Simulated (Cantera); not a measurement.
Charge: 1 mol CsOH, a varied amount of H₂O, at 1002 °C and 3.90 bar.

Cantera equilibrium calculation (NASA polynomials, part measured and part estimated; ideal gas, pure solids and liquids). Candidate condensed phases: Cs, CsOH, H₂O; 15 gas species. Kinetics and transport are ignored.

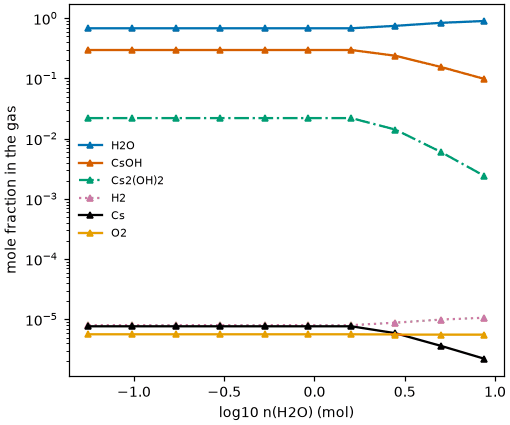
Equilibrium gas composition (values under 1e-9 drawn at 1e-9)

### Question
Read off the mole fractions at 1.6 mol H₂O.

### Answer
H₂O about 0.68, CsOH about 0.30, Cs₂(OH)₂ about 0.022, H₂ about 8.0e-6, Cs about 7.7e-6, O₂ about 5.7e-6.
